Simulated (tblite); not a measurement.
## Molecular dynamics of C$_{4}$H$_{10}$N (charge +1) (part 2 of 3)

C$_{4}$H$_{10}$N, charge +1; GFN2-xTB Langevin dynamics, gas phase (tblite 0.8.0). 

Geometry of the input (Å):
```
C  1.9252  -0.4690  -0.1512
C  0.8644  0.3804  0.3942
N  -0.3795  0.2229  0.1316
C  -1.4033  1.0721  0.6818
C  -0.8367  -0.8294  -0.7430
H  2.8945  -0.1994  0.2559
H  1.9662  -0.3777  -1.2398
H  1.7301  -1.5240  0.0527
H  1.1375  1.1942  1.0565
H  -0.9779  1.8391  1.3254
H  -2.1071  0.4723  1.2617
H  -1.9566  1.5541  -0.1259
H  -0.3796  -0.7351  -1.7296
H  -1.9174  -0.7845  -0.8498
H  -0.5642  -1.8080  -0.3424
```

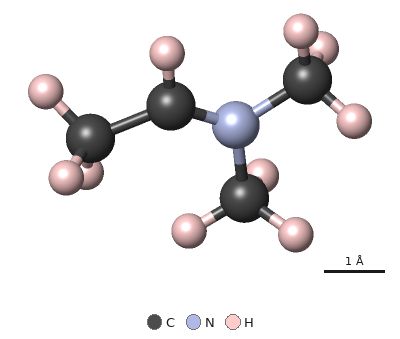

**Figure 1.** The geometry at step 21 of the log (ball-and-stick view, seen at a tilt).

Trajectory as extended XYZ, continued
```
15
Properties=species:S:1:pos:R:3:forces:R:3 step=13 time_fs=325.0 energy=-439.19568 temperature=302.7
C     1.5605   -0.7161   -0.2811    0.2810  -1.3065   2.2875
C     0.5352    0.2707    0.0054    0.5423   1.2108   0.8321
N    -0.7183    0.2671   -0.2560   -0.7111   0.7783   0.4507
C    -1.6101    1.3225    0.3028    0.4814  -0.6165   0.5216
C    -1.4603   -0.6953   -1.0088    1.2252  -1.7506   0.8752
H     2.6524   -0.4599   -0.2449   -1.3452   0.2960   0.0093
H     1.3557   -1.3322   -1.1043   -0.1857  -0.6303  -1.3611
H     1.3875   -1.4577    0.6144    0.5394   0.9725  -1.0887
H     0.8753    1.1050    0.6614   -0.2394  -0.4285  -0.5493
H    -1.0913    2.2722    0.3444    0.2637   0.1059   0.1890
H    -1.8783    1.0149    1.3588   -0.0395   0.3821  -1.2373
H    -2.4866    1.5116   -0.3361    0.2717  -0.5092   0.4535
H    -0.8598   -1.2560   -1.7076    0.6106  -0.1400  -0.2215
H    -2.1474   -0.1732   -1.5734   -1.7937   0.8090  -1.0447
H    -1.9339   -1.4878   -0.3815    0.0993   0.8269  -0.1165
15
Properties=species:S:1:pos:R:3:forces:R:3 step=14 time_fs=350.0 energy=-439.38843 temperature=410.1
C     1.5014   -0.7466   -0.2772   -1.0648  -0.5674   0.4816
C     0.5232    0.2511    0.1464    1.0867  -0.4617  -1.2871
N    -0.6751    0.2854   -0.2428   -0.8910   1.3696   0.7246
C    -1.5655    1.3105    0.2854    1.4148   0.5548   0.2427
C    -1.3821   -0.6951   -0.9392   -1.6826  -1.1933  -0.8989
H     2.3388   -0.3403   -0.7643    1.0327   0.6981  -0.4917
H     1.1111   -1.5693   -0.8356   -0.4552  -0.2130  -0.8328
H     1.8295   -1.2512    0.5929    0.8435  -0.2694   1.3008
H     0.8855    1.0946    0.6743    0.3440   0.5712   0.6431
H    -1.0307    2.2270    0.6570   -0.3740  -0.9601  -0.3225
H    -2.0774    0.8350    1.0900   -0.6830   0.0194   0.7613
H    -2.2490    1.6022   -0.4703   -0.6939   0.3446  -0.6042
H    -0.7868   -1.4505   -1.4352    0.2934   0.0598  -0.0778
H    -2.0805   -0.2697   -1.7055    0.6738  -0.1017   0.5721
H    -2.0379   -1.2393   -0.2311    0.1556   0.1491  -0.2113
15
Properties=species:S:1:pos:R:3:forces:R:3 step=15 time_fs=375.0 energy=-439.36409 temperature=281.4
C     1.5252   -0.7738   -0.2065   -1.4138  -0.2494  -0.7998
C     0.5556    0.2394    0.2534   -1.2942  -0.4259  -0.1920
N    -0.7007    0.2876   -0.0885    1.2017   0.9177  -0.3462
C    -1.6127    1.4011    0.2984    1.3917  -1.4008  -1.1484
C    -1.2445   -0.6753   -1.0003   -0.8915  -0.8812  -0.1846
H     1.9048   -0.2731   -1.0785    0.5170   0.0298  -0.8238
H     1.2007   -1.7960   -0.4884   -0.3277   0.7909   0.0989
H     2.3383   -0.9483    0.4154    1.3448   0.2016   1.4554
H     0.9389    1.0541    0.8541    0.0050  -0.0698   0.1697
H    -1.0886    2.0639    0.9544   -0.0003   0.3629   0.4066
H    -2.4556    0.9217    0.7339   -0.7766  -0.0320   0.5873
H    -1.9271    1.9112   -0.6108    0.0117   0.0970   0.0327
H    -0.5168   -1.4457   -1.2955   -0.3299   0.4441   0.1556
H    -1.7121   -0.2981   -1.9393    0.5281   0.3237   0.7765
H    -2.0636   -1.1736   -0.4622    0.0339  -0.1085  -0.1880
15
Properties=species:S:1:pos:R:3:forces:R:3 step=16 time_fs=400.0 energy=-439.27240 temperature=255.1
C     1.5168   -0.7776   -0.1472    1.2299   0.3532   1.4293
C     0.5567    0.2588    0.3241    0.5237  -0.7381   1.3974
N    -0.6786    0.2964   -0.0040    0.4266   0.1605  -1.5518
C    -1.5456    1.3647    0.3359   -1.6838  -0.7099  -0.9739
C    -1.2687   -0.6209   -0.9616    0.3919  -0.7998   1.8514
H     1.7450   -0.6293   -1.2001    0.1355  -0.0198   0.0140
H     1.1646   -1.8016   -0.0086   -0.2118   0.1352  -0.0984
H     2.4835   -0.7320    0.4826   -1.3669   0.1561  -1.1592
H     0.8841    0.8790    1.2080   -0.3371  -0.2883  -1.2591
H    -1.2065    1.8164    1.2270   -0.0890   0.7018   0.9512
H    -2.5731    0.8946    0.3877    0.8379   0.8787   0.4524
H    -1.6019    2.0915   -0.4975    0.1386  -0.1614   0.4198
H    -0.5060   -1.2838   -1.3100    0.1527  -0.4768  -0.4345
H    -1.8460   -0.2396   -1.7474   -0.2806   1.2334  -1.1792
H    -2.0236   -1.1740   -0.3945    0.1323  -0.4247   0.1405
15
Properties=species:S:1:pos:R:3:forces:R:3 step=17 time_fs=425.0 energy=-439.19931 temperature=275.5
C     1.4906   -0.7845    0.0139    0.6155   0.7324   0.3419
C     0.4856    0.2333    0.4066    2.4895  -0.5671  -0.0590
N    -0.6918    0.3073   -0.0065   -2.0193   0.6267  -0.2252
C    -1.5038    1.4472    0.3950   -1.1286  -1.1070   0.2891
C    -1.3530   -0.6175   -0.8760   -0.9742  -0.2754   0.0625
H     1.4647   -0.8674   -1.0877    0.4424   0.0071   0.4525
H     1.3311   -1.7847    0.4002   -0.2966  -0.0782   0.1050
H     2.4772   -0.4391    0.4375   -0.8486  -0.5140  -0.8780
H     0.9056    1.0812    0.9383   -0.2747  -0.0607   0.2901
H    -1.0711    1.7852    1.3674   -0.9673   0.2645  -0.8943
H    -2.5632    1.0285    0.4394    1.1096   0.7735   0.7043
H    -1.5926    2.2056   -0.3938    0.5587  -0.0046   0.3647
H    -0.6057   -1.0971   -1.5120   -0.5344  -0.2316   0.0700
H    -2.1015   -0.0502   -1.4261    0.3858   0.2543  -0.7458
H    -2.0889   -1.3255   -0.3924    1.4420   0.1802   0.1221
15
Properties=species:S:1:pos:R:3:forces:R:3 step=18 time_fs=450.0 energy=-439.09837 temperature=257.3
C     1.4819   -0.7610    0.1208   -1.6532  -1.1412   0.4567
C     0.4601    0.2314    0.4384   -0.8263  -0.0320  -0.7746
N    -0.7321    0.3944   -0.0425    0.1332   0.4927   1.3772
C    -1.5584    1.5577    0.4636    1.6329  -1.4985  -1.7998
C    -1.3797   -0.5690   -0.8868   -1.6104   0.7462  -0.5635
H     1.4269   -1.2604   -0.8523   -0.0729   0.1224   0.4167
H     1.3754   -1.4829    0.9650   -0.1493  -0.2300  -0.6122
H     2.4355   -0.4039    0.3380    1.6365   0.9289  -0.1344
H     0.7187    0.8864    1.2346    0.3568   0.6627   0.4188
H    -0.9588    2.0611    1.2119   -0.5269   0.3025  -0.0584
H    -2.5181    1.2203    0.7345   -0.9076  -0.5774   1.0900
H    -1.7938    2.1175   -0.4382    0.4636   0.7081   0.0350
H    -0.6053   -1.0588   -1.5359   -1.2895   0.1225   0.6964
H    -2.1961   -0.0170   -1.4700    1.4088  -0.6052   0.0533
H    -2.0749   -1.2032   -0.2512    1.4042  -0.0017  -0.6013
15
Properties=species:S:1:pos:R:3:forces:R:3 step=19 time_fs=475.0 energy=-439.39496 temperature=306.7
C     1.3598   -0.7312    0.1826    1.4134   0.3553   0.7815
C     0.4643    0.3496    0.4466   -2.3434   1.2481  -0.0041
N    -0.7598    0.4490   -0.0359    1.9923   1.0241   1.8086
C    -1.5937    1.5808    0.4058    0.1567  -0.9691  -2.0864
C    -1.4036   -0.4605   -0.9142   -0.3509   0.5325   0.4601
H     0.9954   -1.3883   -0.5492   -0.2716  -1.0299  -0.7446
H     1.6368   -1.2527    1.1115   -0.3709  -0.0424  -0.1028
H     2.3387   -0.3377   -0.1087    0.0084   0.1011  -0.2235
H     0.7577    1.1836    1.1290   -0.0617  -0.8421  -0.5426
H    -0.9760    2.2552    0.9318    0.2583   0.8740   0.5773
H    -2.4713    1.2982    0.9591   -0.1111  -0.4033   0.4274
H    -1.9705    2.0029   -0.5412    0.0907   0.4172   0.4435
H    -0.7386   -1.0618   -1.4950    0.1864  -0.4297  -0.1570
H    -2.0601    0.1091   -1.5377   -0.2274   0.3528  -0.8802
H    -2.0878   -0.9866   -0.2836   -0.3694  -1.1885   0.2426
15
Properties=species:S:1:pos:R:3:forces:R:3 step=20 time_fs=500.0 energy=-439.29098 temperature=317.5
C     1.3155   -0.6349    0.1925    1.8302  -0.8207  -1.3115
C     0.3642    0.4402    0.3577    1.4828   1.0325   1.2027
N    -0.8347    0.5354   -0.0464   -0.0061  -0.2275   0.2955
C    -1.6823    1.5904    0.3927   -1.6282   0.4732  -0.1711
C    -1.3970   -0.4561   -0.9094   -0.3006   0.5738  -0.1816
H     0.9233   -1.5818   -0.3053    0.6795   1.2824   0.7009
H     1.9170   -0.9173    1.0998   -1.0186   0.3467  -0.5083
H     2.1827   -0.1554   -0.4273   -1.2797  -0.9333   0.5358
H     0.8136    1.3303    0.8720   -0.6350  -0.7516  -0.1505
H    -1.0890    2.3919    0.8755   -0.5942  -0.3243  -0.4782
H    -2.4795    1.2375    1.1351    1.1598   0.2161  -0.7985
H    -2.2851    1.9141   -0.5101    0.7224   0.2189   1.0556
H    -0.5943   -0.9976   -1.3803   -0.1218  -0.4554  -0.1496
H    -1.9838    0.0423   -1.6750   -0.0625   0.0889  -0.2593
H    -2.0905   -1.0546   -0.3528   -0.2279  -0.7197   0.2179
15
Properties=species:S:1:pos:R:3:forces:R:3 step=21 time_fs=525.0 energy=-439.25582 temperature=302.7
C     1.3426   -0.5287    0.2044    0.4296  -0.1352  -0.8925
C     0.3454    0.5649    0.3454    0.1633  -1.4805  -0.0248
N    -0.8996    0.5624    0.0140    0.4893  -0.7676  -0.8804
C    -1.7812    1.6465    0.3898   -0.7570  -1.4873   1.7941
C    -1.5263   -0.5117   -0.8603   -0.1366   2.2677   0.1832
H     0.8726   -1.4947    0.0050    0.1813   0.1197   0.0920
H     1.9930   -0.5900    1.0834   -0.4528   0.0636   0.1099
H     2.1312   -0.3890   -0.5973   -1.0853   0.2265   0.4575
H     0.7375    1.3210    0.9784   -0.1075   1.0221   0.2375
H    -1.2731    2.4612    0.9238   -0.1159  -0.2077  -0.6489
H    -2.5334    1.2167    1.1609    0.9389   0.5668  -1.0540
H    -2.3606    1.8958   -0.4723   -0.2348   0.7095  -0.3499
H    -0.7767   -1.2444   -1.1611   -0.3424   0.2834  -0.0650
H    -1.9884    0.0549   -1.7745    0.8095  -1.2564   1.5471
H    -2.3180   -0.9641   -0.2431    0.2205   0.0754  -0.5057
15
Properties=species:S:1:pos:R:3:forces:R:3 step=22 time_fs=550.0 energy=-439.34645 temperature=319.4
C     1.2312   -0.4309    0.2407    0.8432   0.0846  -0.7354
C     0.2698    0.6193    0.4666   -0.1581  -0.4869  -0.9354
N    -0.9416    0.5601    0.0414    1.4451   0.0626   0.1354
C    -1.7964    1.6431    0.2663   -0.4998   0.9000   1.8329
C    -1.5979   -0.4888   -0.6961   -0.2447   0.6032  -0.6192
H     0.7775   -1.3780    0.2007   -0.4665  -1.3259  -0.0126
H     2.0609   -0.4699    0.9233    0.1971   0.2568   0.4144
H     1.6762   -0.2491   -0.7543    0.0240  -0.0339   0.1655
H     0.7006    1.5304    0.8207   -0.3384   0.5572   0.4958
H    -1.3851    2.4664    0.8667    0.3020  -0.2842  -0.2217
H    -2.5854    1.2272    0.8655   -0.9723   0.1201   0.3328
H    -2.2093    2.0663   -0.6013   -0.5173   0.4142  -1.3132
H    -0.9238   -1.3139   -0.9452   -0.4069   0.1622   0.1180
H    -1.9222    0.0385   -1.6562    0.1292  -1.0424   1.0187
H    -2.4926   -0.8127   -0.1124    0.6634   0.0124  -0.6759
15
Properties=species:S:1:pos:R:3:forces:R:3 step=23 time_fs=575.0 energy=-439.31435 temperature=309.6
C     1.2929   -0.3493    0.2263   -1.1690  -1.3606   1.2448
C     0.1914    0.6250    0.4767   -0.0602   0.8992   0.3010
N    -1.0592    0.6620    0.1128    1.8530   0.5922   0.3471
C    -1.9324    1.8346    0.2121    2.3018   0.6847   0.6953
C    -1.5734   -0.4334   -0.6018   -0.0597   0.4100  -1.2400
H     1.0161   -1.3898    0.6178    0.1876   1.1513  -0.5110
H     2.2015   -0.0815    0.7681   -0.2527   0.2126  -0.1637
H     1.5269   -0.4900   -0.8122   -0.0581   0.0786  -0.5175
H     0.5634    1.4592    1.0757   -0.3668   0.1477  -0.1903
H    -1.5563    2.5389    0.9945   -0.0928  -0.5172  -0.5581
H    -2.8950    1.5624    0.4947   -1.6526  -0.7116   0.3721
H    -1.9891    2.4067   -0.7194    0.1992  -0.3579  -0.0431
H    -0.8797   -1.2150   -0.7083    1.0354  -1.0732   0.1458
H    -1.7873   -0.1292   -1.6134   -0.4435   0.2542  -0.5950
H    -2.4487   -0.8222   -0.1781   -1.4214  -0.4098   0.7129
15
Properties=species:S:1:pos:R:3:forces:R:3 step=24 time_fs=600.0 energy=-439.27372 temperature=401.3
C     1.1971   -0.1805    0.1917    1.3886  -1.4671   0.6521
C     0.1888    0.8477    0.4969    2.8751  -1.5074   0.1898
N    -0.9703    0.7174    0.0571   -2.9154   0.9360  -0.4410
C    -1.8742    1.8392    0.2865   -1.4701  -0.5472  -0.5364
C    -1.5835   -0.3367   -0.7227    1.4111  -1.1839  -0.7298
H     1.1558   -1.1028    0.8709   -0.3025   1.2301  -0.5471
H     2.2506    0.1412    0.3119   -0.6948   0.2324   0.0253
H     1.1255   -0.6149   -0.8081   -0.2063   0.2724   0.0379
H     0.5554    1.6779    1.1049   -0.5786  -0.0815  -0.2255
H    -1.6449    2.3636    1.1881    0.0446   0.0638   0.7788
H    -2.9832    1.5557    0.2789    1.6000   0.2200   0.0077
H    -1.6982    2.5625   -0.4959   -0.2364   0.2218  -0.5080
H    -0.9391   -1.2350   -0.9740   -0.2651   1.0970   0.6862
H    -1.8971   -0.0085   -1.7185   -0.1502   0.4742   0.3392
H    -2.4234   -0.7391   -0.1895   -0.4999   0.0394   0.2708
15
Properties=species:S:1:pos:R:3:forces:R:3 step=25 time_fs=625.0 energy=-439.10214 temperature=302.3
C     1.2967   -0.1496    0.1949    0.2060  -0.5169  -1.1865
C     0.1942    0.8443    0.4029    0.3513  -0.3897  -0.3023
N    -1.0095    0.9065   -0.0839    1.4500   0.3760   1.7225
C    -1.9087    1.9553    0.4256   -0.5767  -0.1644  -2.2400
C    -1.6119   -0.1274   -0.8273   -0.5109  -2.2650  -0.9384
H     1.5300   -0.9118    0.9811   -0.6759   0.9829  -0.1844
H     2.2075    0.4369    0.0744    0.1266   0.1091   0.3491
H     1.2938   -0.7683   -0.7439   -0.7053   0.5575   0.7079
H     0.5397    1.7037    0.9978   -0.4360  -0.3902  -0.0709
H    -1.7840    2.2104    1.4728   -0.0115  -0.2428  -0.1267
H    -2.9325    1.5744    0.1517    0.7711   0.6885   0.7263
H    -1.7373    2.8646   -0.2092   -0.1940  -0.5208   0.6482
H    -0.9173   -0.9455   -1.1531   -0.0904   0.6911   0.7516
H    -2.0251    0.1325   -1.8383   -0.1841   0.4893   1.2526
H    -2.3674   -0.6329   -0.1437    0.4797   0.5955  -1.1091
15
Properties=species:S:1:pos:R:3:forces:R:3 step=26 time_fs=650.0 energy=-439.18516 temperature=333.7
C     1.2171   -0.1178    0.1200    0.3274  -0.2958   0.1208
C     0.2084    0.8859    0.4036   -1.1486  -0.1552  -0.0109
N    -1.0288    0.9101   -0.0061    1.4227   1.4447   0.9609
C    -1.9172    1.9994    0.4433    2.0611  -0.0017   0.9291
C    -1.6172    0.0608   -0.9611   -1.1368  -0.3144  -1.1225
H     1.2497   -0.7298    1.0014    0.0556  -0.4196   0.9352
H     2.2506    0.1977    0.0206   -0.0419   0.6948   0.0002
H     1.0459   -0.8229   -0.6547   -0.5212  -0.2700  -1.0071
H     0.4715    1.5726    1.2084   -0.0775   0.1603  -0.3288
H    -1.8869    2.2054    1.5486    0.0264  -0.4488  -1.0650
H    -2.8592    1.7481    0.1067   -2.1396  -0.4053  -0.2530
H    -1.6312    2.9092   -0.0697    0.1649   0.3297  -0.0369
H    -0.9775   -0.5803   -1.4888    1.6631  -1.2359  -0.0016
H    -2.0007    0.5630   -1.8855   -0.5645   0.3871   1.2205
H    -2.3578   -0.5923   -0.4667   -0.0911   0.5300  -0.3409
15
Properties=species:S:1:pos:R:3:forces:R:3 step=27 time_fs=675.0 energy=-439.16928 temperature=376.3
C     1.0995   -0.1744    0.1346    0.3574  -0.2555  -0.1316
C     0.1322    0.8128    0.5564   -0.5997   0.3852  -1.9461
N    -1.0395    0.9518    0.0139    0.7489   1.3195   1.3414
C    -1.9393    2.0353    0.4721    1.2944  -2.0311   1.3650
C    -1.5604    0.2709   -1.1013    0.5871   0.3411  -0.8013
H     1.3470   -0.7406    0.9953    0.2893  -0.7532   1.2377
H     2.0928    0.2132   -0.1334   -0.4679   0.2590  -0.2493
H     0.7201   -0.8933   -0.5675    0.0177  -0.0841  -0.5383
H     0.5323    1.6065    1.1498   -0.2864   0.2113   0.8059
H    -1.8497    2.0489    1.5722   -0.3348   0.3360  -0.4154
H    -2.9047    1.7506    0.1615   -1.2577  -0.0473  -0.0891
H    -1.6752    2.9634    0.0645    0.4357   1.2519  -0.5653
H    -0.8605   -0.2391   -1.6972    1.4385  -1.2641  -0.1844
H    -1.8231    1.0012   -1.8332   -1.0431   0.9857  -0.3439
H    -2.3569   -0.3857   -0.9078   -1.1792  -0.6545   0.5146
15
Properties=species:S:1:pos:R:3:forces:R:3 step=28 time_fs=700.0 energy=-439.18793 temperature=452.7
C     1.0416   -0.2746    0.2564    1.7956  -0.2934   0.3491
C    -0.0039    0.6690    0.6350   -0.2784  -0.2840  -0.7695
N    -1.0461    1.0648   -0.0086    0.0910   0.9969   1.2135
C    -1.9859    2.0251    0.5994   -0.7776  -0.9053  -1.3590
C    -1.4977    0.4942   -1.1930    0.7164  -2.3074  -2.3091
H     1.5476   -0.7013    1.1822   -0.7728   0.4905  -0.9353
H     1.8929    0.3441   -0.1948   -1.0121  -0.7502   0.2315
H     0.8080   -1.1278   -0.3910   -0.1224   0.5775  -0.0088
H     0.1787    1.0773    1.5897    0.0171   0.7608   0.9203
H    -1.7296    1.9892    1.6321   -0.5345   0.4247   0.8947
H    -3.0447    1.6051    0.3511    1.6687   0.9862   0.7249
H    -1.8978    3.0732    0.2115    0.0174  -1.0732   0.1149
H    -0.6185    0.0896   -1.8264   -1.2663   0.4917   0.9458
H    -2.0745    1.1231   -1.8640    0.0272   0.4078   0.3006
H    -2.1535   -0.3787   -0.9372    0.4306   0.4772  -0.3134
```
